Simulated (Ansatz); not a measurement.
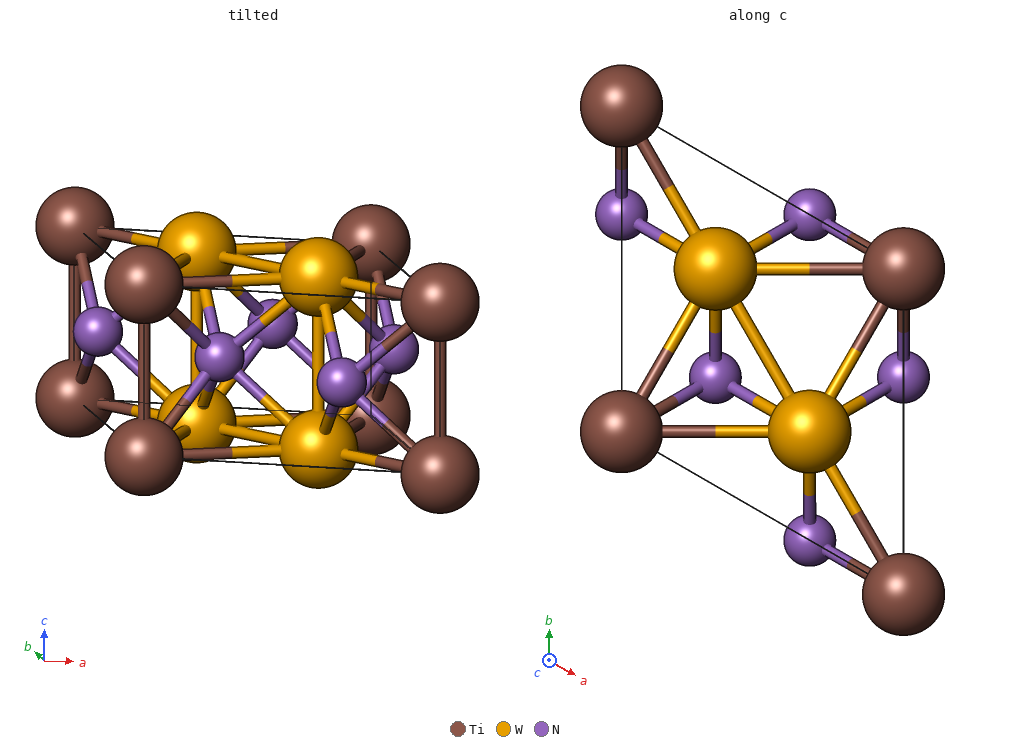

Ball-and-stick representation of a periodic structure, projected slightly off an axis and along the c axis. The lines enclose the conventional unit cell; boundary atoms appear with their images.

TiW$_{2}$N$_{3}$, space group P-62m (No. 189), a = 4.974 Å, b = 4.974 Å, c = 2.814 Å, α = 90.00°, β = 90.00°, γ = 120.00°. Its origin is a structure type filled with these elements by a generator (whether the compound takes this form wasn't checked). Earlier steps of the study, as a rule a relaxation of our own, may have changed the cell and positions, so they can lie some per cent off the listed ones. It was the input of a calculation with Ansatz.

This one geometry was computed with Ansatz (DFT, plane waves, PAW) at three levels of theory: PBE, PBE with spin-orbit coupling and LDA.

**Which level gives the highest pressure at this volume, and what does that say about its equilibrium volume?**

Highest: PBE (0.0 GPa) and PBE with spin-orbit coupling (0.0 GPa), which points to the largest equilibrium volume. Lowest, with the smallest volume: LDA (-16.7 GPa). Levels within 0.5 GPa of each other can't be told apart.

**How does the band gap change with the level of theory?**

All levels give a metal.

**Collect the results in a table.**

| level | cutoff (eV) | k-mesh of the run's cell | gap (eV) | pressure (GPa) |
| --- | --- | --- | --- | --- |
| PBE | 420 | 12×12×14 | metal | 0.0 |
| PBE with spin-orbit coupling | 420 | 12×12×14 | metal | 0.0 |
| LDA | 420 | 12×12×14 | metal | -16.7 |

Gaps are taken on the k-mesh or band path of each run.
